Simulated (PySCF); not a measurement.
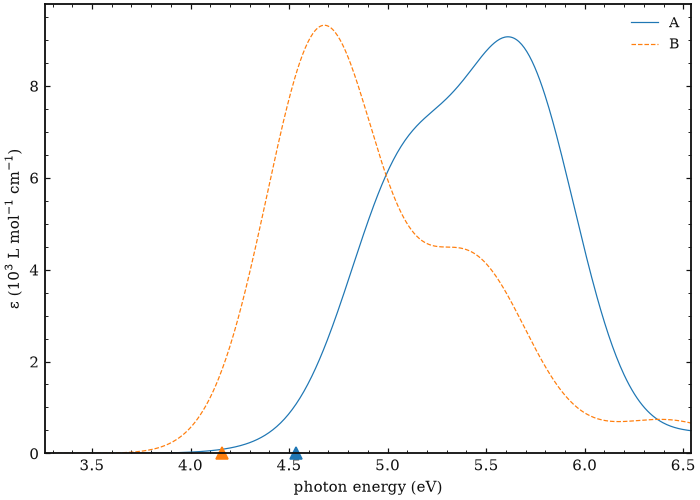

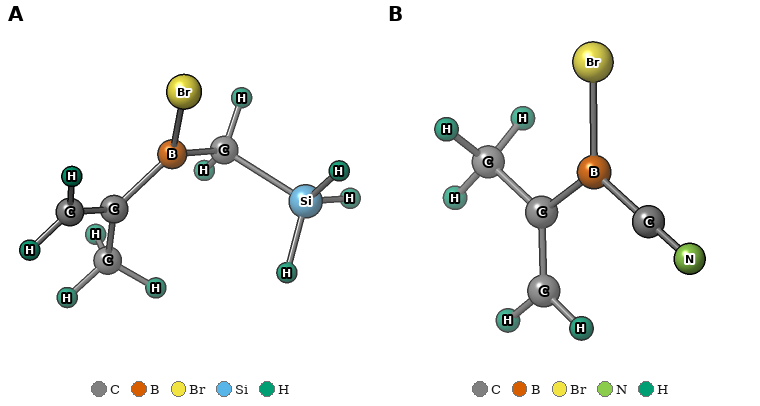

Related molecules: A is C₄H₁₀BBrSi, SMILES C=C(C)B(Br)C[SiH3]; B is C₄H₅BBrN, SMILES C=C(C)B(Br)C#N. Vertical TDDFT absorption, B3LYP/def2-SVPD in PySCF, at a GFN2-xTB geometry (no frequency check); Gaussians of 1/e half-width 0.40 eV, triangles mark S1, and the range ends where the computed states of one molecule run out.

How does the lowest singlet move?

A: 4.54 eV (f = 0.004, mainly HOMO−1 → LUMO (98 %)); B: 4.16 eV (f = 0.000, mainly HOMO−1 → LUMO (100 %)). From A to B it shifts 0.37 eV to the red.

And the brightest state of each within the range drawn?

A: S3 at 5.67 eV, f = 0.20; B: S2 at 4.67 eV, f = 0.23.

Caveats, for all or some of the runs: core orbitals are frozen in the response; one conformer of a flexible molecule; spin-orbit coupling is left out, and with Br it can shift these levels and split any degenerate set; the tight-binding geometry is rougher than a DFT one and adds to the error.
